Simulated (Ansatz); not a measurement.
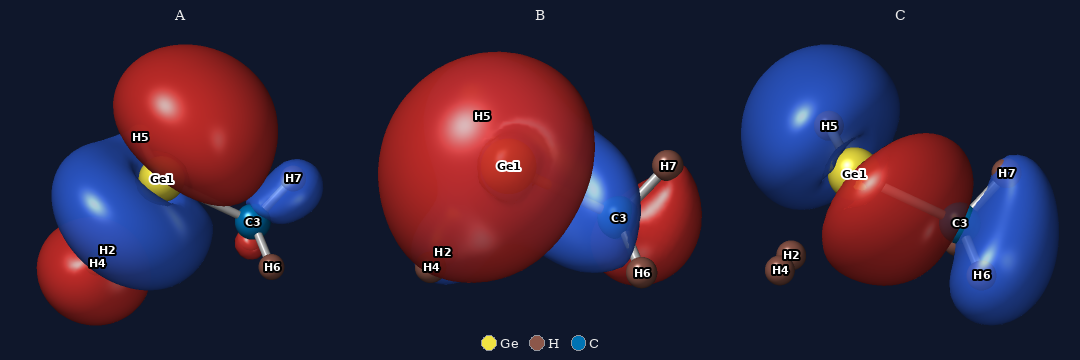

The picture shows: CH4Ge···H2. Three frontier orbitals at ±0.08 Å⁻³ᐟ² (red and blue are the two phases), in no order.

The product side of a reaction path; geometry: PBE0-D4/def2-TZVP.

These are results of RKS PBE0-D4/def2-TZVPP (Ansatz), not measurements.

The calculation's input:

```
crystal:
  periodic: [false, false, false]
  atoms:
    - {symbol: Ge, position_ang: [-0.996918, 0.759392, 0.107333]}
    - {symbol: H, position_ang: [-1.133352, -1.276399, 0.690501]}
    - {symbol: C, position_ang: [0.950913, 0.394878, -0.191244]}
    - {symbol: H, position_ang: [-1.289815, -0.859376, 1.326186]}
    - {symbol: H, position_ang: [-1.511979, -0.137076, -1.107975]}
    - {symbol: H, position_ang: [1.540741, 0.640012, 0.693129]}
    - {symbol: H, position_ang: [1.247877, 1.089861, -0.986116]}
    - {symbol: H, position_ang: [1.192533, -0.611291, -0.531813]}
basis:
  gaussian: {orbitals: def2-TZVPP}
hamiltonian: {xc: pbe0, dispersion: d4}
output: {orbitals: {seedname: orbitals}}
```

Run with:

```sh
ansatz run in.yaml --threads 2 --pin off --events-out ev --progress --plain --max-ram 4352MiB
```

Q: Which picture is the HOMO−1, the HOMO and the LUMO?

A: C is the HOMO−1 (−8.31 eV). Its weight (Hirshfeld) is mainly on Ge1 (about 35 %), C3 (about 30 %) and H5 (about 25 %). B is the HOMO (−6.32 eV). Its weight (Hirshfeld) is mainly on Ge1 (about 70 %), C3 (about 15 %) and H5 (about 10 %). A is the LUMO (−1.35 eV). Its weight (Hirshfeld) is mainly on Ge1 (about 70 %), H2 (about 10 %) and H4 (about 5 %).

Q: What is the HOMO–LUMO gap?

A: 4.97 eV between the orbital energies.
